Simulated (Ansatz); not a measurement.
Take La$_{2}$O$_{3}$ (space group P-3m1, No. 164; a = 3.906 Å, c = 6.040 Å) as the base.

Structures relaxed with Ansatz (a quantum-chemistry and plane-wave program) PBEsol, scalar-relativistic without spin-orbit coupling.

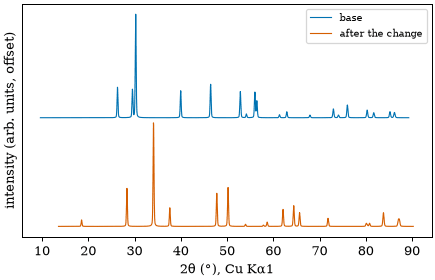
Fig. 1. Simulated powder patterns before (top) and after one change

Question: What was done to the base?
A. pressure 75 GPa
B. pressure 15 GPa
C. pressure −1 GPa
D. pressure 100 GPa

Answer: D, pressure 100 GPa. Its volume per atom is 10.90 Å³ against 15.96 Å³, and its space group is P-3m1 (No. 164).

Load acts through the strain it causes; cell and atoms are relaxed under it. No phonon test of stability was made. No other phases were tried under pressure.
